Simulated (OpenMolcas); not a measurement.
**How basis sets differ on GeSiH3ClO (SMILES [SiH3][O][Ge][Cl])**

GeSiH3ClO: 7 atoms, total charge 0, spin state singlet. As SMILES, `[SiH3][O][Ge][Cl]`. Geometry: relaxed at PBE0-D4/def2-TZVP. This is one conformer, not always the lowest.

| atom | x (Å) | y (Å) | z (Å) |
| --- | --- | --- | --- |
| Si | 0.1844 | 0.6642 | -0.6142 |
| O | 0.4345 | -0.9595 | -0.4138 |
| Ge | 0.0766 | -2.2159 | 0.7769 |
| Cl | -0.9918 | -0.9951 | 2.2776 |
| H | 0.7959 | 1.0454 | -1.9113 |
| H | -1.2689 | 0.9651 | -0.6433 |
| H | 0.8307 | 1.4278 | 0.4824 |

Quantity: the HOMO–LUMO gap, in eV. The values are calculated.

| level | kind | program | value (eV) | CPU time |
| --- | --- | --- | --- | --- |
| HF/ANO-R0 (sfX2C) | Hartree–Fock | OpenMolcas | 10.55 | 3.4 s |
| HF/ANO-RCC-MB (DKH2) | Hartree–Fock | OpenMolcas | 11.01 | 8.6 s |
| HF/STO-3G | Hartree–Fock | OpenMolcas | 11.89 | 3.6 s |
| HF/3-21G | Hartree–Fock | OpenMolcas | 10.84 | 5 s |
| HF/cc-pVDZ | Hartree–Fock | OpenMolcas | 11.11 | 16 s |

All-electron rows without a relativistic Hamiltonian named are non-relativistic. The values span 10.55 to 11.89 eV. A Hartree–Fock LUMO above zero doesn't converge with the basis: it sinks as sets grow more diffuse. Orbital gaps aren't excitation energies. Times are those of the runs behind each value, whatever else they computed, on shared processors of several kinds: orders of magnitude only.

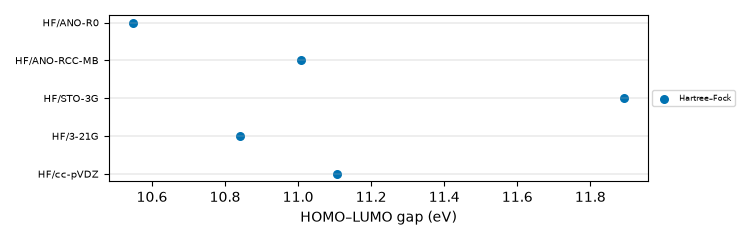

The values of the table, level by level.
